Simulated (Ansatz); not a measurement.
# C2H5Al (SMILES C=[CH][AlH2]): B3LYP/6-31G(d) (spherical functions)

Aim: the electronic atomisation energy of C2H5Al at B3LYP/6-31G* (spherical functions), from 4 runs. 

The calculation is run with Ansatz 0.2.0.

33 further runs of the same task are left out: 33 set aside as unsound or not needed.

## 1. The system as given

C2H5Al has 8 atoms, charge 0, and is taken as a singlet. As SMILES, `C=[CH][AlH2]`. The shape is that of a PBE0-D4/def2-TZVP optimisation.

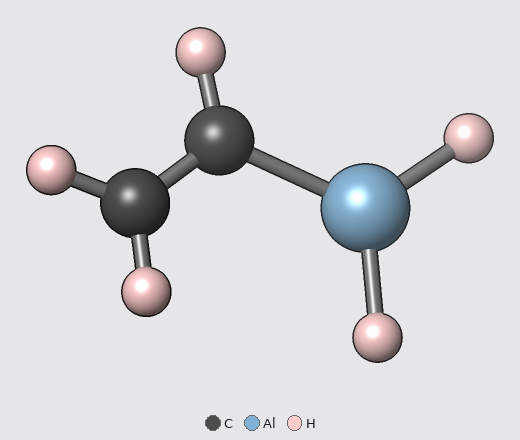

Viewed from a chosen angle; carbon dark grey, aluminium light blue, hydrogen pink.

## 2. A single-point energy at B3LYP/6-31G(d) (spherical functions)

input.yaml

```yaml
basis:
  gaussian:
    orbitals: 6-31G_st_-spherical.json
crystal:
  periodic: [false, false, false]
  atoms:
    - {symbol: C, position_ang: [-1.029900, 0.829200, -0.357000]}
    - {symbol: C, position_ang: [0.199000, 0.651000, 0.138100]}
    - {symbol: Al, position_ang: [0.930800, -1.139300, 0.262000]}
    - {symbol: H, position_ang: [-1.636900, -0.008600, -0.695500]}
    - {symbol: H, position_ang: [-1.495000, 1.809300, -0.451900]}
    - {symbol: H, position_ang: [0.735600, 1.546100, 0.452700]}
    - {symbol: H, position_ang: [2.384000, -1.417900, 0.837700]}
    - {symbol: H, position_ang: [0.004400, -2.327000, -0.241900]}
magnetization:
  spin_polarized: false
  initial_magnetization: 0
hamiltonian:
  xc: {name: B3LYP}
accuracy: high
output: {orbitals: {seedname: orbitals}}
```

The basis set 6-31G* is read from a file made from the Basis Set Exchange's data (not shown).

Started as:

```sh
$ ansatz run input.yaml --threads 1 --pin off --max-ram 3480MiB --events-out events.jsonl --progress --plain --runs-dir runs
```

What it wrote:

```text
Warning: RAYON_NUM_THREADS=1 ignored (pool sized by the plan → 1); use --threads N
Functional definition: B3LYP
  name "B3LYP"
  parameter a0 = 0.2
  parameter ax = 0.72
  parameter ac = 0.81
  exchange = (1 - a0 - ax)*slater_x + ax*b88_x + a0*exact_x
  correlation = (1 - ac)*vwn_rpa_c + ac*lyp_c
1308 factors; integrals over basis functions are off by at most 3.7e-9 eV
mean field evaluation 1: about -8746.6120 eV, gradient 4.2e1 eV
mean field evaluation 2: about -8741.6068 eV, gradient 5.7e1 eV
mean field evaluation 4: about -8751.3778 eV, gradient 3.1e0 eV
mean field evaluation 8: about -8751.3980 eV, gradient 1.9e-2 eV
mean field evaluation 16: about -8751.3980 eV, gradient 4.7e-7 eV
mean field -8751.39800878 eV, -321.6079449119 hartree, gradient 1.5e-8 eV, S^2 0.000000; 0 other end points of the search recorded, 0 dependent functions left out
reference -8751.39804875 eV, -321.6079463811 hartree; 15, 15 occupied and 41, 41 virtual orbitals, 1308 factors
Total energy: -8751.39804875 eV, -321.6079463811 hartree
```

Wall time 3.3 s (1 thread of Arm Neoverse V2, shared host); peak memory 0.15 GiB.

## 3. The Al atom

in.yaml

```yaml
crystal:
  periodic: [false, false, false]
  atoms:
    - {symbol: Al, position_ang: [0.000000, 0.000000, 0.000000]}
basis:
  gaussian: {orbitals: 6-31G_st_-spherical.json}
magnetization: {spin_polarized: true, initial_magnetization: 1}
hamiltonian: {xc: {name: B3LYP}}
accuracy: high
```

The basis set 6-31G* is read from a file made from the Basis Set Exchange's data (not shown).

Run the same way, it converges to -242.36652 Eh (log not shown).

## 4. The C atom

run.yaml

```yaml
crystal:
  periodic: [false, false, false]
  atoms:
    - {symbol: C, position_ang: [0.000000, 0.000000, 0.000000]}
basis:
  gaussian:
    orbitals: 6-31G_st_-spherical.json
magnetization:
  spin_polarized: true
  initial_magnetization: 2
hamiltonian:
  xc: {name: B3LYP}
accuracy: high
```

The basis set 6-31G* is read from a file made from the Basis Set Exchange's data (not shown).

Run the same way, it converges to -37.84469 Eh (log not shown).

## 5. The H atom, same level

job.yaml

```yaml
crystal:
  periodic: [false, false, false]
  atoms:
    - symbol: H
      position_ang: [0.000000, 0.000000, 0.000000]
basis:
  gaussian:
    orbitals: "6-31G*"
magnetization:
  spin_polarized: true
  initial_magnetization: 1
hamiltonian:
  xc: {name: B3LYP}
accuracy: high
```

Run the same way, it converges to -0.50027 Eh (log not shown).

## 6. What came out

Level: B3LYP/6-31G* (spherical functions).

```
                     quantity          value
       molecule: total energy  -321.60795 Eh
        molecule: HOMO energy       -7.62 eV
        molecule: LUMO energy       -1.70 eV
      molecule: HOMO–LUMO gap        5.92 eV
        Al atom: total energy  -242.36652 Eh
                Al atom: ⟨S²⟩          0.752
         C atom: total energy   -37.84469 Eh
                 C atom: ⟨S²⟩          2.002
         H atom: total energy    -0.50027 Eh
                 H atom: ⟨S²⟩          0.750
electronic atomisation energy      28.590 eV
```

Taking the molecule apart into free atoms costs 28.59 eV (2759 kJ/mol), before zero-point energy and without spin-orbit coupling.
